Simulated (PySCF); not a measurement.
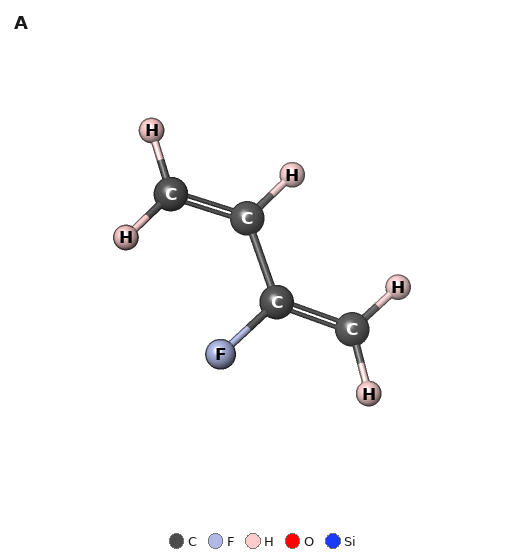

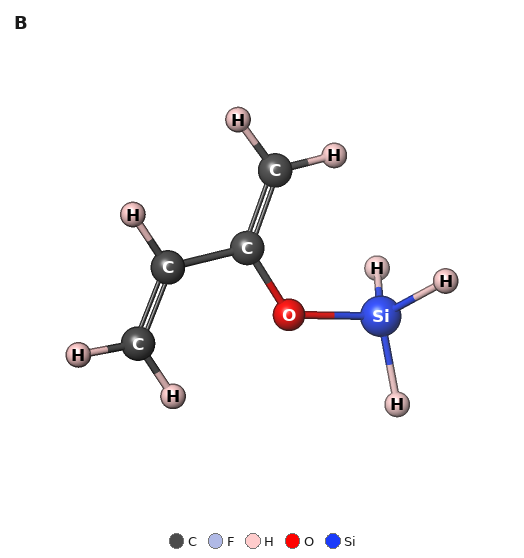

Two related species, optimised with PBE0-D3(BJ)/def2-SVP; properties computed with PySCF 2.14.0. Both: charge 0, singlet.

What are A and B?

A is C4H5F (C=CC(=C)F), B is C4H8OSi (C=CC(=C)O[SiH3]).

Compare them. With PBE0/pcSseg-1: dipole moment (D), HOMO–LUMO gap (eV), HOMO energy (Kohn–Sham orbital) (eV). With ωB97X-D/def2-SVPD: lowest vertical singlet excitation (eV), mean static polarisability (bohr³).

```tsv
quantity	A	B
dipole moment (D)	1.35	0.53
HOMO–LUMO gap (eV)	5.91	5.84
HOMO energy (Kohn–Sham orbital) (eV)	−6.99	−6.60
lowest vertical singlet excitation (eV)	5.87	5.67
mean static polarisability (bohr³)	55.1	83.2
```

Each is one conformer, and no frequency run is at hand to confirm it as a minimum.
